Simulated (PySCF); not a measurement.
## A study: ClH$_{3}$O$_{3}$Zr, SMILES `O[Zr](O)(O)Cl`

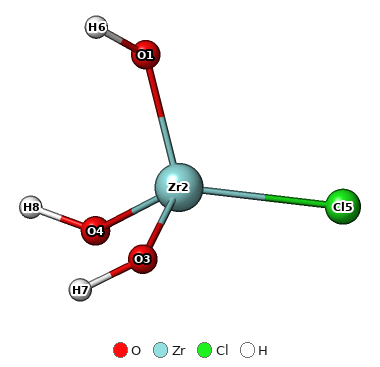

The molecule, with its atoms numbered as below. No frequency check shows the geometry to be a minimum.

Coordinates in Å:

```
O1       0.9155    1.5694   -0.7288
Zr2      0.2043    0.0004   -0.0004
O3       0.9148   -1.4178   -0.9935
O4       0.9099   -0.1535    1.7258
Cl5     -2.0759    0.0001   -0.0013
H6       1.7359    1.7082   -1.2172
H7       1.7338   -1.9121   -0.8674
H8       1.7288    0.2010    2.0930
```

## 1. Bonding charge

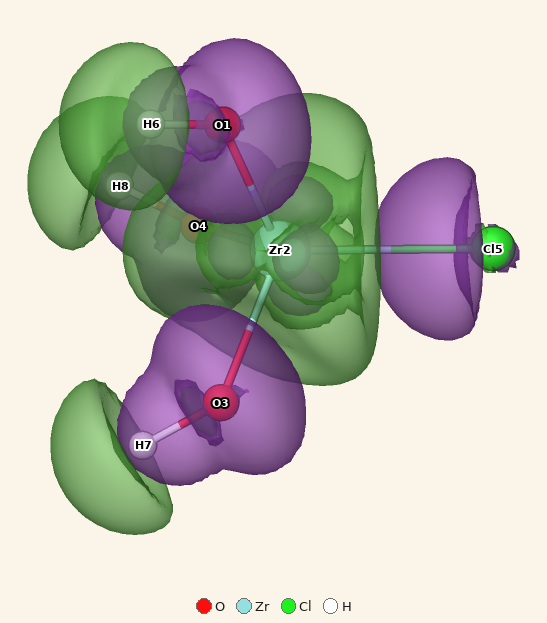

Deformation density (molecule less spherical, spin-averaged free atoms at the same positions), surfaces at ±0.04 e/Å³; purple: gain, green: loss.

PySCF calculation, ωB97X/def2-TZVP, gas phase; geometry: GFN2-xTB. Core potentials replace the inner electrons of Zr; spin–orbit coupling isn't included. This is a single-reference result, which may miss multireference character in this system.

> Describe the bonding that the map shows.

O1–Zr2, Zr2–O4 and Zr2–O3: +0.09 e/Å³ at the bond critical point (bond length 1.87 Å, Mayer order 1.0); up to 0.6 Å beside the axis the gain reaches +0.35 e/Å³. Zr2–Cl5: +0.08 e/Å³ at the bond critical point (bond length 2.28 Å, Mayer order 1.0). In all, 2.2 electrons gather in the regions of gain relative to the promolecule. A small or negative value marks a very polar bond, one between electron-rich atoms, whose free-atom densities already overlap strongly, a long bond to a heavier atom, or a closed-shell contact such as a hydrogen bond.

> Where do the Hirshfeld charges lie?

The highest Hirshfeld charge is on Zr2 (+0.81 e), the lowest on O1, O3 and O4 (−0.37 e).

```csv
atom,charge (e)
O1,−0.37
Zr2,+0.81
O3,−0.37
O4,−0.37
Cl5,−0.23
H6,+0.18
H7,+0.18
H8,+0.18
```

## 2. Bond critical points

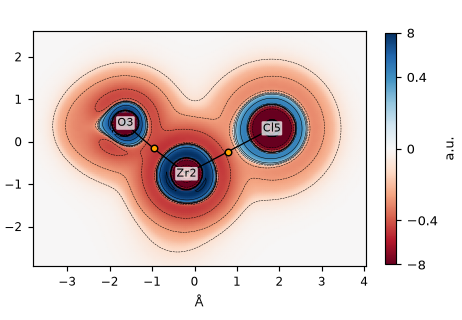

Negative Laplacian of the density (−∇²ρ) in the plane of Zr2, O3 and Cl5 (blue positive, red negative, colour scale in a.u., logarithmic beyond ±0.04), with bond paths and bond critical points (dots).

> At which bond critical points in this plane is charge locally concentrated, and at which depleted?

At none is it concentrated. Depleted (∇²ρ > 0): Zr2–O3 (+0.67 a.u., H = −0.055); Zr2–Cl5 (+0.28 a.u., H = −0.031). A positive Laplacian with negative H is typical of metal–ligand bonds.

## 3. Electrostatic potential

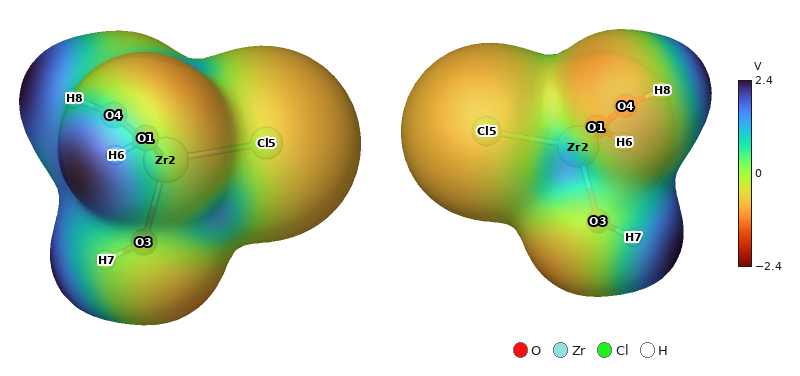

Electrostatic potential on the surface of electron density 0.001 a.u. (back view left, front view right).

> Where are the extremes of the potential on the surface?

Highest: 2.39 V, 1.2 Å from H6, and at like points elsewhere. Further maxima include 1.76 V, off the O1–Zr2 bond (2.3 Å from its atoms); 1.44 V, off the Zr2–O3 bond (2.1 to 2.3 Å from its atoms). Lowest: −1.00 V, 1.9 Å from O3, and at like points elsewhere. Further minima include −0.82 V, 2.1 Å from Cl5, and at like points elsewhere. The surface is sampled at points, so like sites can differ by a few per cent and only the strongest of them is named.

> What volume does the surface enclose, and what is the dipole moment?

About 126 Å³; the dipole moment is 5.1 D.

## 4. In an electric field

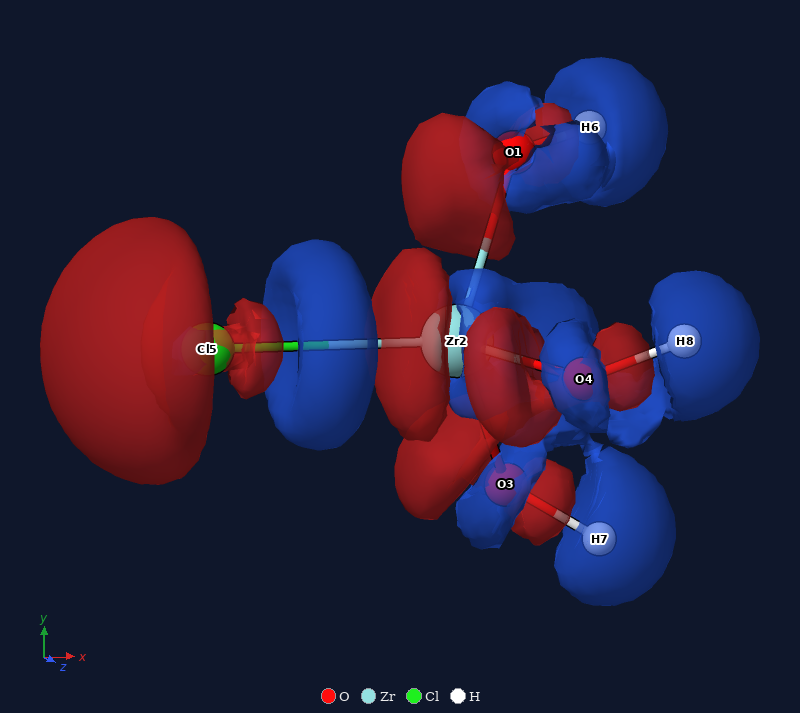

Change of the electron density in a uniform field of 0.21 V/Å, surfaces at ±0.002 e/Å³ (blue: gain, red: loss).

Level of theory: ωB97X/def2-TZVP (PySCF), at a geometry from GFN2-xTB. Core potentials replace the inner electrons of Zr; spin–orbit coupling isn't included. This is a single-reference result, which may miss multireference character in this system. A basis without diffuse functions makes polarisabilities too small.

The field was applied in both directions; the picture shows the one opposite to the script's first.

> Along which Cartesian direction does the field point?

Along −x: electrons gather on the +x side, against the field.

> How large is the response?

The induced dipole is 0.66 D (along the field); α along this axis, from the fields in both directions, is 65 bohr³ (9.6 Å³).

The PySCF runs shown took 32 s and 83 s on 1 thread of Arm Neoverse V1, with other jobs on the host.
